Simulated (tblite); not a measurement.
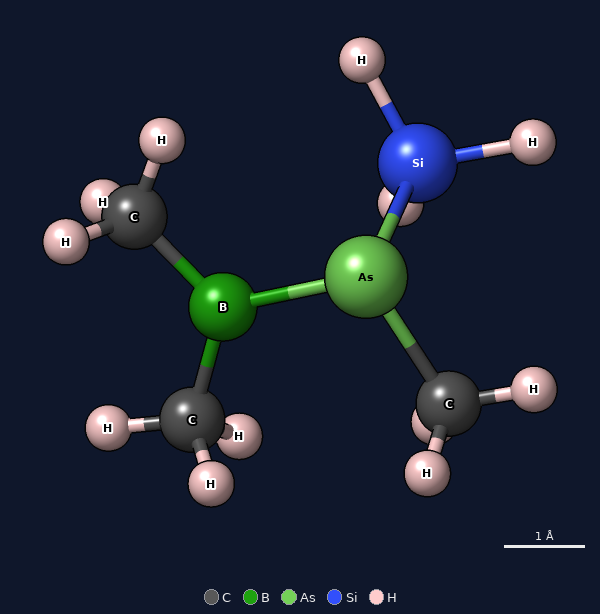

**Figure 1.** The input geometry (ball-and-stick view, seen at a tilt). Bond lengths as drawn: As–B 1.99 Å, As–C 1.99 Å, As–Si 2.32 Å, B–C 1.58 Å, C–H 1.09 Å and H–Si 1.47 Å.

# Nudged elastic band, with input and output: C₃H₁₂AsBSi

The run: nudged elastic band of C₃H₁₂AsBSi. Method and program: GFN2-xTB climbing-image nudged elastic band, gas phase (tblite 0.8.0).

The run did not end well.

Output
```
image   E - E0 / eV
  0       0.0000
  1       0.0238
  2       0.3701
  3       0.2129
  4       0.1542
  5       0.0368
  6       0.0000
```

This output came from the following input.

The input
```
{"job": {"xc": "GFN2-xTB", "basis": "xTB", "kind": "neb"}, "charge": 0, "multiplicity": 1}
C     -1.895751     0.603589     1.213599
B     -0.951906    -0.220315     0.250582
C     -1.506921    -0.631521    -1.168811
As     0.852428    -0.776884     0.892573
C      1.679084    -1.435101    -0.794441
Si     1.730800     1.368920     0.809782
H     -2.803422     0.039697     1.435739
H     -2.231024     1.527098     0.740118
H     -1.435865     0.869654     2.167389
H     -1.398680    -1.704168    -1.343446
H     -0.926204    -0.144231    -1.955679
H     -2.551303    -0.372656    -1.336360
H      1.279853    -2.416228    -1.051874
H      1.498120    -0.760957    -1.630176
H      2.756766    -1.538977    -0.665300
H      3.192602     1.292189     0.956363
H      1.489178     2.113252    -0.439070
H      1.213486     2.192957     1.907357
```

The first line tells a small driver script what to run in tblite; the rest is the geometry in Å.

Launched with:
```bash
OMP_NUM_THREADS=1 python <driver script> task.json out
```

Outcome

| quantity | value |
| --- | --- |
| outcome | not converged |
| forward barrier | 0.370 eV |
| hardware | 1 CPU thread, shared host |
| wall time | 6.2 s |
| peak memory | 0.2 GiB |

What went wrong

The run did not converge. At least one of its steps failed, so the values that rest on that step are not results.
